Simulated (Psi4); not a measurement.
# AlSi2H5O (SMILES [SiH3][Al]1[O][SiH2]1): a chain of runs

Aim: a structure relaxation (MP2/def2-SVP), then the harmonic vibrations of AlSi2H5O. 

Program for the calculation: Psi4 1.11.

**1. The molecule**

AlSi2H5O: 9 atoms, total charge 0, spin state singlet. As SMILES, `[SiH3][Al]1[O][SiH2]1`. The coordinates come from a PBE0-D4/def2-TZVP relaxation. The run starts from this shape.

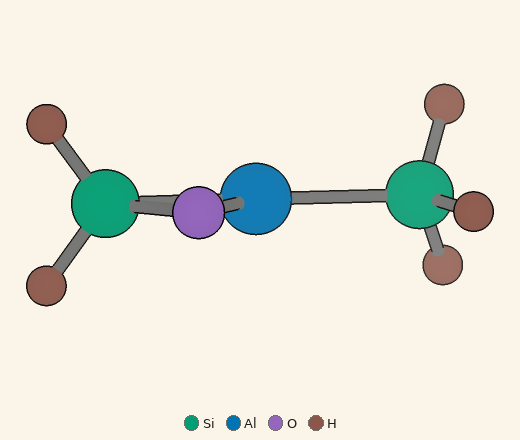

Viewed from a chosen angle; silicon teal, aluminium blue, oxygen purple, hydrogen brown.

**2. A geometry optimisation at MP2/def2-SVP (density fitting, density fitting for correlation) (run 1)**

input.inp reads:

```
memory 1600 MB

molecule {
  0 1
  Si    -0.652900     1.717100    -1.334700
  Al    -0.124900    -0.148900     0.162800
  O      1.392700    -0.965300     0.434300
  Si     0.478600    -1.877700     1.520900
  H     -1.763800     1.326700    -2.244900
  H     -1.100100     2.886400    -0.529300
  H      0.526500     2.112800    -2.150200
  H      0.403300    -3.327600     1.187000
  H      0.929000    -1.770000     2.936900
}

set {
  basis def2-SVP
  reference rhf
  geom_maxiter 60
  num_frozen_docc 16
}

energy_value, wavefunction = optimize("mp2", return_wfn=True)
```

The run is started by

```
$ psi4 input.inp input.out -n 1
```

input.out:

```text
[...]
  Running in c1 symmetry.
[...]
  Nuclear repulsion =  235.013438799962699
[...]
  Multiplicity = 1
[...]
  Nalpha       = 27
  Nbeta        = 27
[...]
    Number of basis functions: 93
[...]
   @DF-RHF iter   1:  -897.09050752731173   -8.34832e-01   5.76745e-03 DIIS/ADIIS
[...]
   @DF-RHF iter  11:  -897.24676588913030   -2.27374e-13   9.69286e-11 DIIS
[...]
    Orbital Energies [Eh]
    ---------------------
    Doubly Occupied:
       1A    -68.773411     2A    -68.763730     3A    -58.476844
       4A    -20.517783     5A     -6.139874     6A     -6.137572
       7A     -4.912501     8A     -4.250585     9A     -4.249960
      10A     -4.249436    11A     -4.247559    12A     -4.247499
      13A     -4.247423    14A     -3.230240    15A     -3.228641
      16A     -3.227725    17A     -1.247173    18A     -0.733321
      19A     -0.683794    20A     -0.573647    21A     -0.525135
      22A     -0.520003    23A     -0.498625    24A     -0.498016
      25A     -0.437590    26A     -0.427501    27A     -0.308780
[...]
  @DF-RHF Final Energy:  -897.24676588913030
   => Energetics <=
    Nuclear Repulsion Energy =            233.0172810286914000
    One-Electron Energy =               -1709.8193528555839293
    Two-Electron Energy =                 579.5553059377623413
    Total Energy =                       -897.2467658891303017
[...]
 Multipole Moments:
 ------------------------------------------------------------------------------------
     Multipole            Electronic (a.u.)      Nuclear  (a.u.)        Total (a.u.)
 ------------------------------------------------------------------------------------
 L = 1.  Multiply by 2.5417464519 to convert [e a0] to [Debye]
 Dipole X            :          0.6457922           -1.3620994           -0.7163072
 Dipole Y            :         -1.7080258            2.3568776            0.6488518
 Dipole Z            :          1.1866995           -1.1515355            0.0351640
 Magnitude           :                                                    0.9671304
[...]
  -Total Gradient:
     Atom            X                  Y                   Z
    ------   -----------------  -----------------  -----------------
       1        0.000047829827     0.000020503698    -0.000016774279
       2       -0.000024238937     0.000011755689     0.000018225447
       3        0.000003800275    -0.000010427769    -0.000007496301
       4        0.000028706788    -0.000009803730    -0.000018689630
       5       -0.000009879070    -0.000021040781     0.000015279327
       6       -0.000011117983    -0.000006986193    -0.000010488259
       7       -0.000010241588     0.000006705990     0.000008603916
       8       -0.000009931170     0.000006278334     0.000004215923
       9       -0.000014928140     0.000003014750     0.000007123855
[...]
    Final optimized geometry and variables:
    Molecular point group: c1
    Full point group: C1
    Geometry (in Angstrom), charge = 0, multiplicity = 1:
    SI          -0.777559224145     1.987487749138    -1.446354125600
    AL          -0.179536791298     0.130584838293     0.040907545390
    O            1.113289895346    -1.065738057031    -0.011847779119
    SI           0.372825402589    -1.599215969124     1.456473262592
    H           -2.244320471197     1.991840183076    -1.672970636673
    H           -0.398361465583     3.272157420350    -0.805773846136
    H           -0.085270757404     1.874843266743    -2.753355560553
    H           -0.155039024217    -2.984076787619     1.399126574281
    H            1.256132366108    -1.515061521920     2.644923350679
    Psi4 run time: 0:00:38.89
[...]
```

On the terminal:

```text
Optimizer: Optimization complete!
```

It took 40 s on 1 thread of Intel Xeon 6975P-C (Granite Rapids), shared host; peak memory 0.3 GiB.

Step by step:

| step | energy from the first frame kept (eV) | largest force (eV/Å) |
| --- | --- | --- |
| 0 | 0.0000 | 1.1352 |
| 1 | -0.0231 | 0.3475 |
| 2 | -0.0260 | 0.0922 |
| 3 | -0.0265 | 0.0700 |
| 4 | -0.0271 | 0.0338 |
| 5 | -0.0273 | 0.0370 |
| 6 | -0.0276 | 0.0233 |
| 7 | 0.0818 | 0.6648 |
| 8 | 0.0063 | 0.3031 |
| 9 | -0.0258 | 0.0871 |
| 10 | -0.0212 | 0.1402 |
| 11 | -0.0274 | 0.0459 |
| 12 | -0.0263 | 0.1116 |
| 13 | -0.0277 | 0.0053 |
| 14 | -0.0277 | 0.0028 |

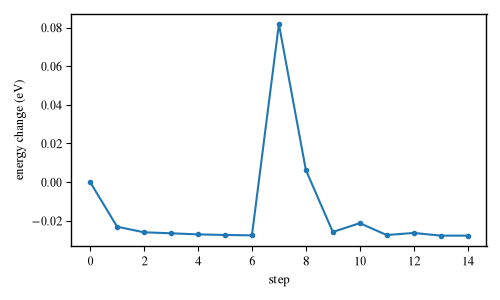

Energy along the run.

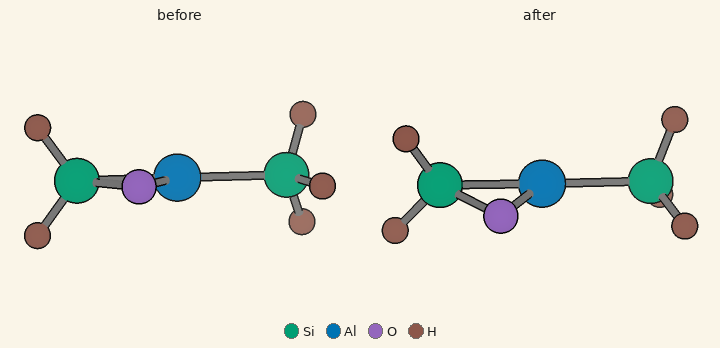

Before and after, at one scale.

After the run. Bond lengths: Si1–Al2 2.453 Å, Al2–O3 1.762 Å, Al2–Si4 2.302 Å, O3–Si4 1.729 Å, Si1–H5 1.484 Å, Si1–H6 1.485 Å, Si1–H7 1.483 Å, Si4–H8 1.483 Å, Si4–H9 1.483 Å. Some angles: Si1–Al2–O3 132.4°, Si1–Al2–Si4 179.4°, O3–Al2–Si4 48.1°, Al2–O3–Si4 82.5°, Al2–Si4–O3 49.4°, Al2–Si1–H5 109.6°, Al2–Si1–H6 109.3°, Al2–Si1–H7 111.3°, Al2–Si4–H8 126.3°, Al2–Si4–H9 126.4°.

**3. Vibrational wavenumbers at MP2/def2-SVP (density fitting, density fitting for correlation) (run 2)**

run.py reads:

```python
import psi4

psi4.set_memory('1600 MB')
psi4.set_num_threads(1)
psi4.core.set_output_file('psi4.out', False)

m = psi4.geometry("""
0 1
Si    -1.23278362     3.34298788    -2.44709518
Al    -0.10268583    -0.16605023     0.36342268
O      2.34040313    -2.42677306     0.26372829
Si     0.94112896    -3.43490037     3.03845473
H     -4.00456020     3.35121196    -2.87533735
H     -0.51620326     5.77066234    -1.23657441
H      0.07545109     3.13011968    -4.91696911
H     -0.05639132    -6.05190839     2.93008461
H      2.61033728    -3.27587047     5.28429974
units au
""")

psi4.set_options(dict(basis='def2-SVP', t=700.0, num_frozen_docc=16, rotational_symmetry_number=1))

e_tot, wfn = psi4.frequencies('mp2', return_wfn=True)
print('E =', round(e_tot, 9))
print('wavenumbers / cm^-1:', wfn.frequencies().np.round(1))
```

The run is started by

```
$ python run.py
```

psi4.out, cut to the lines that bear on the results:

```text
[...]
  Running in c1 symmetry.
[...]
  Nuclear repulsion =  233.017247903587503
[...]
  Multiplicity = 1
[...]
  Nalpha       = 27
  Nbeta        = 27
[...]
    Number of basis functions: 93
[...]
   @DF-RHF iter   1:  -897.08929924831864   -8.92922e-01   5.76466e-03 DIIS/ADIIS
[...]
   @DF-RHF iter  15:  -897.24676669205860    1.13687e-12   8.55406e-11 DIIS
[...]
  @DF-RHF Final Energy:  -897.24676669205860
   => Energetics <=
    Nuclear Repulsion Energy =            233.0237117581702364
    One-Electron Energy =               -1709.8328668609426586
    Two-Electron Energy =                 579.5623884107137656
    Total Energy =                       -897.2467666920585998
[...]
 Multipole Moments:
 ------------------------------------------------------------------------------------
     Multipole            Electronic (a.u.)      Nuclear  (a.u.)        Total (a.u.)
 ------------------------------------------------------------------------------------
[...]
  -Total Gradient:
     Atom            X                  Y                   Z
    ------   -----------------  -----------------  -----------------
       1        0.000047737623     0.000020549727    -0.000017579730
       2       -0.000023139648     0.000018091523     0.000021202709
       3        0.000040562634     0.000022526619     0.000023514901
       4        0.000272963432    -0.000008794556     0.000325692283
       5       -0.000009598018    -0.000021215764     0.000015411127
       6       -0.000010978795    -0.000007140227    -0.000010245363
       7       -0.000010319194     0.000006647542     0.000008813317
       8        0.000020248616     0.000028718887     0.000086590132
       9       -0.000327476647    -0.000059383744    -0.000453399387
[...]
  ==> Harmonic Vibrational Analysis <==
[...]
  Freq [cm^-1]                 9.1002i             99.0327             100.1818
[...]
  IR activ [km/mol]             1.5418             10.7233             11.2715
[...]
  Freq [cm^-1]                 292.4439            436.9337            461.8562
[...]
  IR activ [km/mol]             2.8138              1.5316             37.7856
[...]
  Freq [cm^-1]                 670.8023            785.0410            863.1838
[...]
  Freq [cm^-1]                 901.1068            966.2222            969.3441
[...]
  Freq [cm^-1]                1023.9951           2290.6838           2293.4172
[...]
  Freq [cm^-1]                2293.8227           2300.9326           2306.3454
[...]
```

The script printed:

```text
Warning: thermodynamics relations excluded imaginary frequencies: ['9.1002i']
Warning: used thermodynamics relations inappropriate for low-frequency modes: ['99.0327' '100.1818' '292.4439' '436.9337' '461.8562' '474.1224'
 '500.1886']
E = -897.688518555
wavenumbers / cm^-1: [  -9.1   99.   100.2  292.4  436.9  461.9  474.1  500.2  649.3  670.8
  785.   863.2  901.1  966.2  969.3 1024.  2290.7 2293.4 2293.8 2300.9
 2306.3]
```

Run time: 2 min. Hardware: 1 thread of Intel Xeon 6975P-C (Granite Rapids), shared host; peak memory 0.29 GiB.

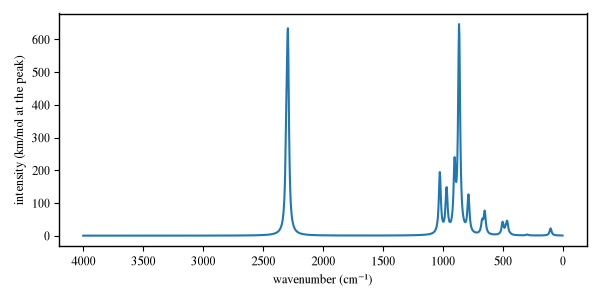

Harmonic infrared spectrum, unscaled, lines broadened by 10 cm⁻¹.

**4. Summary of results**

```
                                                         quantity                value
                     run 1, MP2/def2-SVP: total energy at the end        -897.68852 Eh
run 1, MP2/def2-SVP: correlation energy (16 core orbitals frozen)           -441.8 mEh
                  run 2, MP2/def2-SVP: lowest harmonic wavenumber  9i cm⁻¹ (imaginary)
                 run 2, MP2/def2-SVP: highest harmonic wavenumber            2306 cm⁻¹
```

In words: The optimisation (run 1, MP2/def2-SVP) took 15 steps and changed the energy by -0.028 eV. 1 mode is imaginary (lowest 9i cm⁻¹); so small a value may be numerical noise or a very soft motion.
